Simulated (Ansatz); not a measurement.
The parent structure is BeS in the zinc blende structure (space group F-43m, No. 216; a = 4.8381 Å).

Perturbation: a hydrostatic pressure of 22.5 GPa.

Level of theory: PBEsol in Ansatz (plane waves to 420 eV, PAW, no spin-orbit coupling).

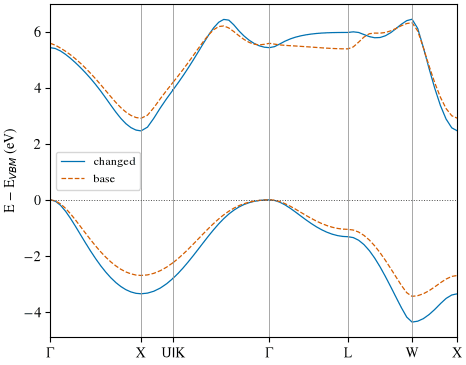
Fig. 1. Highest valence and lowest conduction band along the path, each from its own valence-band maximum

The gap is 2.46 eV, indirect, Γ → X; the base has 2.91 eV.

Load acts through the strain it causes; cell and atoms are relaxed under it. Stability against distortions was not tested. Competing high-pressure phases were not computed.

Ansatz is a program for electronic structure.
